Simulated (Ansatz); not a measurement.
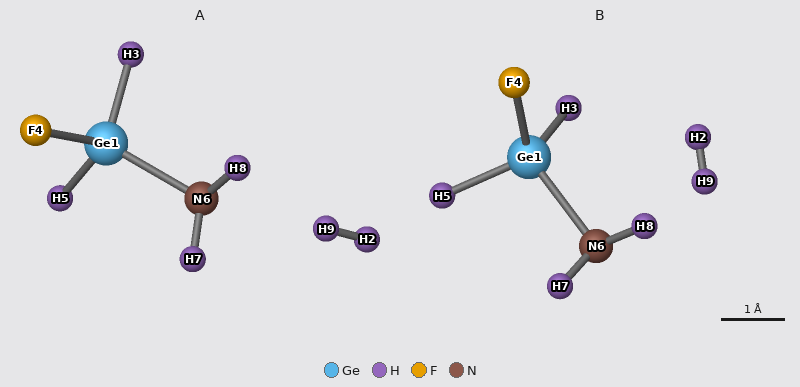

Two geometries of GeNH6F, drawn at one scale. One is the start of a relaxation, the other its converged end. The picture is a ball-and-stick view, seen at a tilt.

Computed with RKS PBE-D4/def2-SVP (Ansatz 0.2.0). Settings: no spin polarisation; force threshold 0.03 eV/Å; at most 50 steps.

> Which one is relaxed?

Structure A is the relaxed one. The run prepares an end point of a later path (reaction) calculation, from a guessed geometry. The largest move after the best rigid fit is that of H2, 2.08 Å. Largest moves by element: H 2.08 Å, F 1.49 Å, N 0.77 Å, Ge 0.47 Å. Some distances before and after: H2–H9 0.720 → 0.772 Å, Ge1–N6 1.883 → 1.834 Å, Ge1–H5 1.552 → 1.545 Å, N6–H7 1.031 → 1.026 Å. Bond angles that change, for instance: Ge1–N6–H7 109.4° → 115.2°, H3–Ge1–N6 113.6° → 108.3°, Ge1–N6–H8 112.6° → 115.2°. After 24 accepted moves (26 points after the start) the energy has fallen by 6.73 kcal/mol. Largest force component: 1.6 eV/Å at the start, 0.0037 eV/Å at the end. The line search rejected the trial steps at points 7, 14 of the run. The forces were under the threshold at step 9, but the run went on from there. The run took 37 s on 2 threads of Arm Neoverse V1, on a shared host, peak memory 0.12 GiB.
